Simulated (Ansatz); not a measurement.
# AlHN2: the cost of one run

Method: def2-QZVPP, all electrons in the functionals, frozen cores in the correlation of double hybrids and RPA; program: Ansatz 0.2.0, Gaussian basis.

The runs, in order: wB97M-V, B2PLYP, at charge 0, triplet; charge 0, singlet; charge 0, quintet; charge 1, doublet; charge 1, quartet.

2 further runs of the same task are left out: 2 set aside as unsound or not needed.

### Step 1. The geometry

The geometry is a PBE0/def2-TZVP stationary point (not a proven minimum).

4 atoms, charge 0, spin multiplicity 3.

Atoms are counted from 1 here; the program's logs count them from 0.

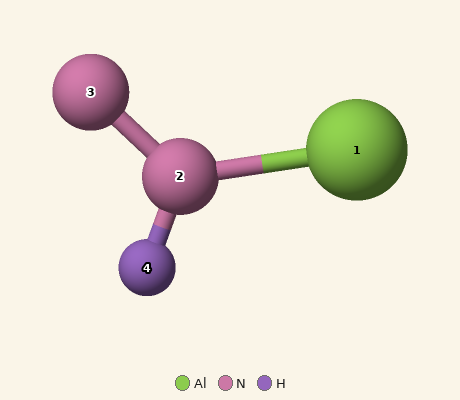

The geometry (aluminium green, nitrogen pink, hydrogen purple); atoms are numbered from 1 in the order of the file.

No dispersion term is added; wB97M-V holds VV10 nonlocal correlation.

The geometry shown and the zero of energy belong to the point charge 0, triplet. The yardstick, UCCSD(T), and other wave-function levels (R restricted, U unrestricted, valence and pair active spaces) come from earlier runs.

### Step 2. wB97M-V, charge 0, triplet

in.yaml reads:

```yaml
crystal:
  periodic: [false, false, false]
  atoms:
    - {symbol: Al, position_ang: [0.000000, -0.079269, 1.203465]}
    - {symbol: N, position_ang: [0.000000, 0.413422, -0.609656]}
    - {symbol: N, position_ang: [0.000000, -0.362251, -1.647435]}
    - {symbol: H, position_ang: [0.000000, 1.410865, -0.850200]}
basis:
  gaussian: {orbitals: "def2-QZVPP.json"}
magnetization: {spin_polarized: true, initial_magnetization: 2}
hamiltonian: {xc: {name: wB97M-V}}
output: {orbitals: {seedname: orbitals}}
```

Run with:

```console
> ansatz run in.yaml --threads 1 --pin off --events-out ev --progress --plain --max-ram 2393MiB
```

**Question.** How long does this run take on 1 thread of Arm Neoverse V2, shared host, and how much memory does it need?

About 19 s, with a peak of 0.58 GiB.
